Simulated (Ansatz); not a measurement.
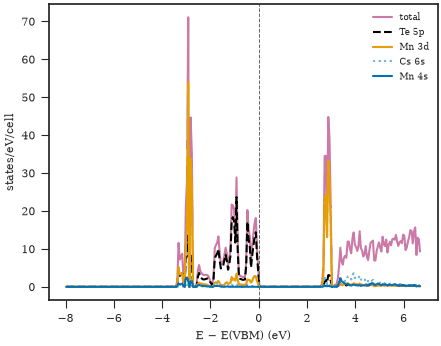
*Total and projected density of states of Cs2MnTe2 in space group Ibam (No. 72; Cs on 8j, Mn on 4b, Te on 8j), the program Ansatz at the r²SCAN level (PAW)*

Which orbitals carry the states next to the gap?

Top 1 eV of the valence band: Te 5p 80 %, Mn 3d 14 %. Bottom 1 eV of the conduction band: Mn 3d 62 %, Cs 6s 7 %, Te 5p 6 %, outside the projected shells 20 %. Projections are on Löwdin-orthogonalised atomic valence shells; empty p or d shells of many metals are not among them.

Where is the tallest occupied peak in this window, and what makes it?

Near -2.9 eV, about 71 states/eV per cell; the largest projected share is Mn 3d.

The first step of the workflow began from a Materials Project structure, measured or hypothetical; the Crystallography Open Database files this formula in space group No. 72, but the cells were not matched. Its standing as an ambient phase is unchecked. The cell was relaxed with r²SCAN under the symmetry of its start, as lowered by the spin order; its stability against distortions is not shown here. The final state is antiferromagnetic, chosen from 3 collinear starts compared on coarse meshes (ties went to the first, and starts can fall back to one state), not a proven ground state. Other orbital occupations within this spin state were not tried. No Hubbard U is applied. Scalar-relativistic: spin–orbit coupling is off unless named, which matters more the heavier the elements.

Potentials: the later of the program's two PAW sets.
